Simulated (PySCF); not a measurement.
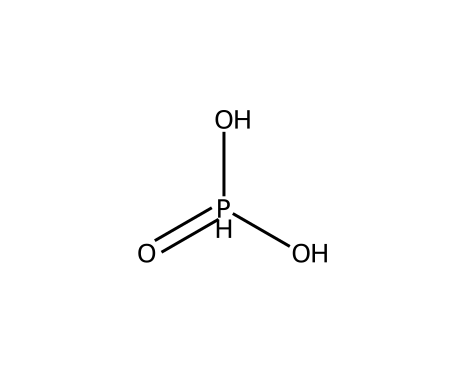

A structural formula.

**Write the SMILES.**

O=[PH](O)O

**Give the formula, hydrogens included.**

H3O3P.

**An optimisation with GFN2-xTB gave a structure of which point group?**

Cs.

More results for the same structure follow; atom numbers are the same in all pictures, views and colours differ. Computed geometry: GFN2-xTB optimisation. No frequency run is at hand to confirm it as a minimum.

## Geometry

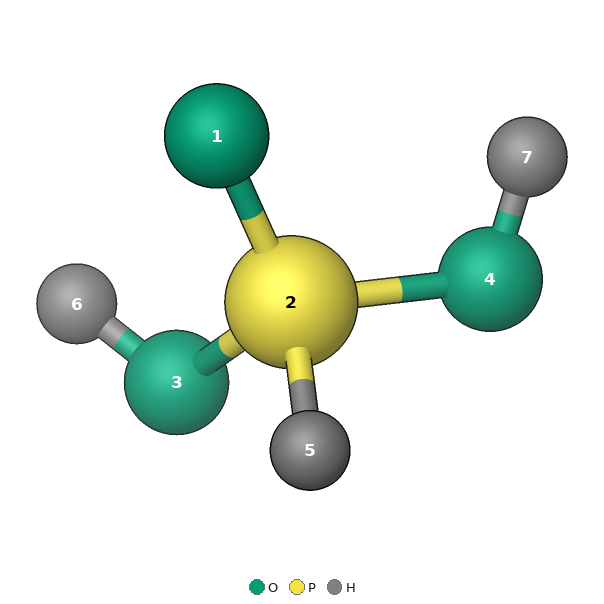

The atoms are numbered. No frequency run is at hand to confirm it as a minimum.

**Describe the coordination of atom 2.**

P2 has 4 neighbours (O1 at 1.46, O3 at 1.59, O4 at 1.59, H5 at 1.37 Å); the arrangement is tetrahedral.

**What is the geometry at O3?**

O3 has 2 neighbours (P2 at 1.59, H6 at 0.96 Å); the arrangement is bent.

## NMR shielding

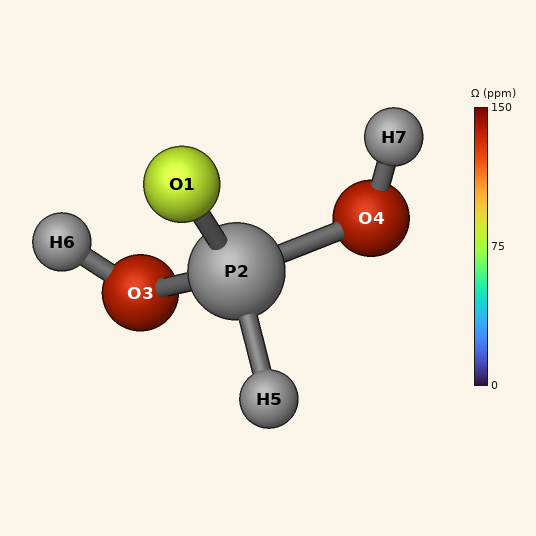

The O atoms are coloured by the span of their shielding tensor. No frequency run is at hand to confirm it as a minimum. Properties computed with GIAO PBE0/pcSseg-1 NMR shielding, non-relativistic, gas phase (PySCF 2.14.0). Principal shieldings σ11 ≤ σ22 ≤ σ33, span Ω = σ33 − σ11, skew κ = 3(σiso − σ22)/Ω.

**Which O atom has the most anisotropic shielding?**

O3, O4, with a span of 136 ppm.

Give the shielding tensors of the O atoms.

```csv
atom,σ11,σ22,σ33,σiso,Ω,κ
O1,119.8,179.5,202.9,167.4,83.1,−0.44
"O3, O4",164.4,182.4,300.2,215.7,135.8,0.74
```

Shieldings and span in ppm.

## Charges

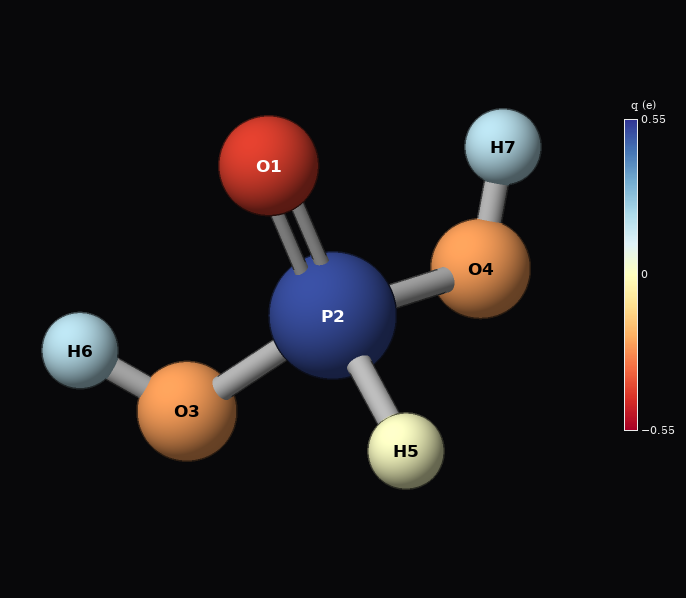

Atoms are coloured by their Hirshfeld charges. No frequency run is at hand to confirm it as a minimum. Level of theory: PBE0/pcSseg-1, gas phase (PySCF 2.14.0).

**Which atom carries the highest charge (most positive or least negative)?**

P2 (0.50 e).

**And the lowest?**

O1 (−0.41 e).

Give the Hirshfeld charges atom by atom.

```
atom  value (e)
  O1      −0.41
  P2       0.50
  O3      −0.24
  O4      −0.24
  H5       0.01
  H6       0.19
  H7       0.19
```

## Quadrupole coupling

No frequency run is at hand to confirm it as a minimum. Electric field gradients from the ground-state density, PBE0/pcSseg-1 (PySCF 2.14.0), non-relativistic apart from any core potentials.

Give the largest field-gradient component, the quadrupole coupling constant and the asymmetry for 17O at O1 (Q = −25.6 mb), 17O at O3 (Q = −25.6 mb), 2H at H5 (Q = 2.86 mb), 2H at H6 (Q = 2.86 mb).

| atom | V_zz (a.u.) | e²qQ/h (MHz) | η |
| --- | --- | --- | --- |
| O1 | 0.732 | −4.40 | 0.03 |
| O3 | 1.504 | −9.04 | 0.78 |
| H5 | 0.200 | 0.134 | 0.00 |
| H6 | 0.486 | 0.327 | 0.10 |

The geometry is semi-empirical. Around P such bond lengths and angles can be off by a tenth of an ångström or more and by several degrees, and values that hang on the shape move with them.
